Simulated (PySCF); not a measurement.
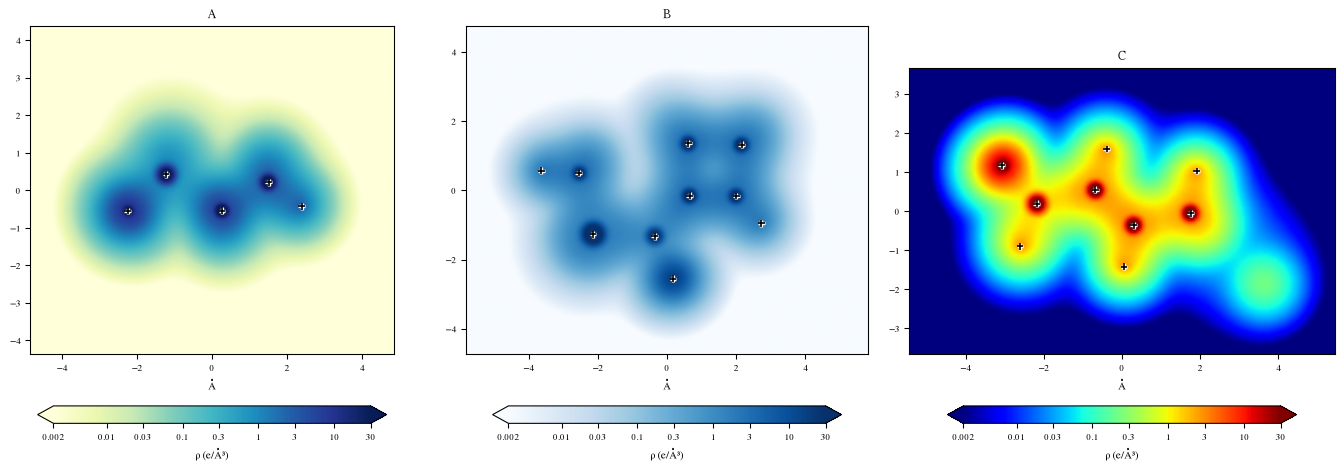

The electron density of 3 systems, each on a plane through atoms (crosses mark nuclei in the plane).

The calculation used PBE0/pcSseg-1, SCF density, gas phase, non-relativistic in PySCF.

System 1: C5H8BF, the plane of atoms C4, C5 and H14. Geometry: GFN2-xTB.

```xyz
15

C    -2.4339    0.5364   -1.4558
C    -1.5679    0.6701   -0.4699
C    -0.9212   -0.4748    0.2566
C     0.5592   -0.4304    0.0517
C     1.4634   -0.1895    1.0061
B     2.9833   -0.1230    0.7569
F     3.7888    0.1350    1.7731
H    -2.7516   -0.4317   -1.8078
H    -2.8711    1.3886   -1.9476
H    -1.2613    1.6522   -0.1347
H    -1.3162   -1.4172   -0.1307
H    -1.1511   -0.4047    1.3228
H     0.8858   -0.5835   -0.9695
H     1.0949   -0.0350    2.0151
H     3.4946   -0.2847   -0.2882
```

System 2: C5H7BF2S, the plane of atoms C5, C8 and C7. Geometry: GFN2-xTB.

```yaml
atoms:
  - { symbol: C, position_ang: [2.5058, -0.4642, -0.6212] }
  - { symbol: S, position_ang: [2.0825, -1.6068, 0.7403] }
  - { symbol: B, position_ang: [0.3732, -1.2547, 1.1170] }
  - { symbol: F, position_ang: [-0.1459, -1.9686, 2.1177] }
  - { symbol: C, position_ang: [-0.5750, -0.2304, 0.4534] }
  - { symbol: C, position_ang: [-1.8384, 0.1263, 0.7634] }
  - { symbol: C, position_ang: [-2.0218, 1.0560, -0.3954] }
  - { symbol: C, position_ang: [-0.5488, 0.7262, -0.7284] }
  - { symbol: F, position_ang: [-0.3497, 0.1597, -1.9641] }
  - { symbol: H, position_ang: [3.5340, -0.6795, -0.8910] }
  - { symbol: H, position_ang: [2.4239, 0.5595, -0.2723] }
  - { symbol: H, position_ang: [1.8555, -0.6407, -1.4697] }
  - { symbol: H, position_ang: [-2.4951, -0.1380, 1.5713] }
  - { symbol: H, position_ang: [-2.2396, 2.0979, -0.1631] }
  - { symbol: H, position_ang: [-2.7167, 0.7008, -1.1544] }
  - { symbol: H, position_ang: [0.1485, 1.5654, -0.6522] }
```

System 3: C3H8BNO, the plane of atoms N5, C6 and H14. Geometry: GFN2-xTB.

```xyz
14

C     2.1153    1.2880   -0.4374
C     1.4128    0.3268   -0.2729
B     0.5569   -0.9443   -0.0014
O     1.1087   -1.9148    0.8708
N    -0.8047   -0.2832    0.9382
C    -1.6561    0.6592    0.2274
H     2.7229    2.1311   -0.6071
H     0.0090   -1.4254   -0.9393
H     1.8241   -1.5678    1.4009
H    -1.3134   -1.1130    1.2277
H    -0.3903    0.1469    1.7600
H    -2.0794    0.1652   -0.6445
H    -1.0406    1.4884   -0.1175
H    -2.4659    1.0425    0.8532
```

Question: Which map belongs to which system?

Answer: Panel A is system 3, C3H8BNO: the plane holds B, O, N, C and H. B–O (1.42 Å): ρ at the midpoint is about 1.9 e/Å³. Panel B is system 2, C5H7BF2S: the plane holds C, S, B, F and H. B–F (1.33 Å): the density is about 2.1 e/Å³ at the midpoint. Panel C is system 1, C5H8BF: the plane holds C, B, F and H. C–C (1.34 Å): the density is about 2.3 e/Å³ at the midpoint.
